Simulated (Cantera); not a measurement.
Charge: 1 mol SiCl₄, 0.057 mol O₃, 19 mol H₂, held at 133 Pa.

Cantera equilibrium calculation (NASA polynomials, part measured and part estimated; ideal gas, pure solids and liquids). Candidate condensed phases: H₂O, Si, SiO₂; 30 gas species. Mutual solubility and eutectic melting of coexisting phases are not modelled. The tables' values for SiCl₃, SiCl are old estimates; treat these amounts as uncertain. The tables hold silica as quartz up to 1696 K and as liquid above; real silica turns to tridymite and cristobalite and melts near 1996 K. Gases not in the tables: Si₂H₆ and higher silanes. Kinetics and transport are ignored.

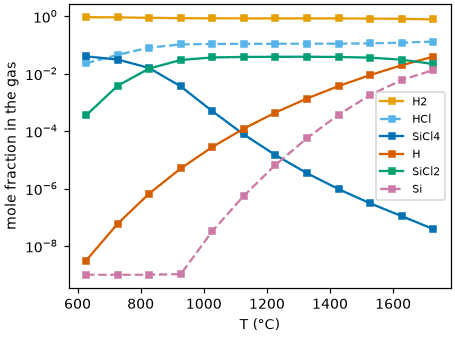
*Equilibrium gas composition (values under 1e-9 drawn at 1e-9)*

Q: Read off the mole fractions at 1327 °C.

A: H₂ about 0.84, HCl about 0.11, SiCl₂ about 0.039, H about 0.0014, Si about 5.7e-5, SiCl₄ about 3.4e-6.
